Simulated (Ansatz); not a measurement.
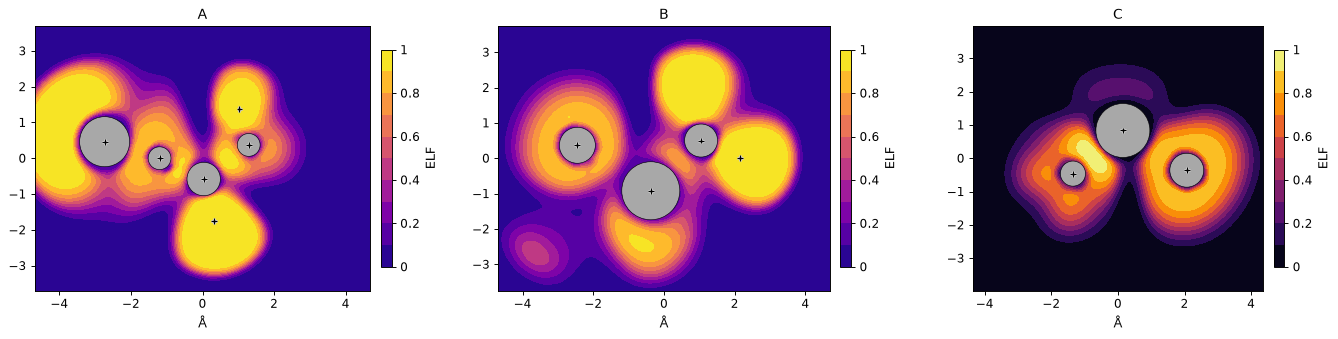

The electron localisation function of 3 systems, each on a plane through atoms (crosses mark nuclei in the plane; grey discs cover the cores).

These are results of Ansatz, isolated molecule in a Gaussian basis; Kohn-Sham density functional theory, functional PBE0, not measurements.

System 1: BH4N2Si (SMILES [NH3+]B[N+]#[Si-]) (charge +1), the plane of atoms N2, B1 and N3. Geometry: PBE0-D3(BJ)/def2-SVP.

```csv
atom,x (Å),y (Å),z (Å)
B,-0.4146,-0.9840,1.2320
N,-1.4285,-0.8602,0.0295
N,-0.1248,-2.2360,1.6878
Si,0.3584,-3.5979,2.3804
H,-2.2358,-0.2794,0.2918
H,-0.9895,-0.3830,-0.7689
H,-1.7749,-1.7722,-0.2887
H,-0.0097,0.0828,1.6099
```

System 2: CH2AlClF (SMILES [CH2-][Al]([F])[Cl]) (charge −1, triplet), the plane of atoms C1, Al2 and Cl3. Geometry: PBE0-D3(BJ)/def2-SVPD.

```xyz
6

C    -0.5301    0.2531    1.2144
Al   -0.1788   -0.9955   -0.2831
Cl   -1.7904   -2.5774   -0.2320
F    -0.3828   -0.1844   -1.8035
H     0.1489    0.4346    2.0609
H    -1.4703    0.8206    1.3221
```

System 3: BClGaGeH3, the plane of atoms B1, Ge4 and Cl2. Geometry: B3LYP-D3(BJ)/def2-SVP.

```xyz
7

B    -1.0746   -0.5637   -1.6895
Cl    0.9165    1.5755    0.2394
Ga    3.0438    1.3113   -1.1322
Ge    0.4215    0.7416   -2.0032
H    -1.7475   -0.5590   -0.6917
H    -1.4379   -1.0703   -2.7263
H     0.1587   -1.0073   -1.4270
```

Q: Which map belongs to which system?

A: Panel A is system 1, BH4N2Si: the plane holds B, N, Si and H. B–N (1.36 Å): the ELF peaks at about 0.90 between the atoms, as expected for a short, strongly polar bond. Panel B is system 3, BClGaGeH3: the plane holds B, Cl, Ge and H. Ge–B (2.01 Å): the ELF peaks at about 0.80 between the atoms: a shared electron pair. Panel C is system 2, CH2AlClF: the plane holds C, Al and Cl. C–Al (1.98 Å): the ELF peaks at about 0.95 between the atoms: a polar covalent bond.
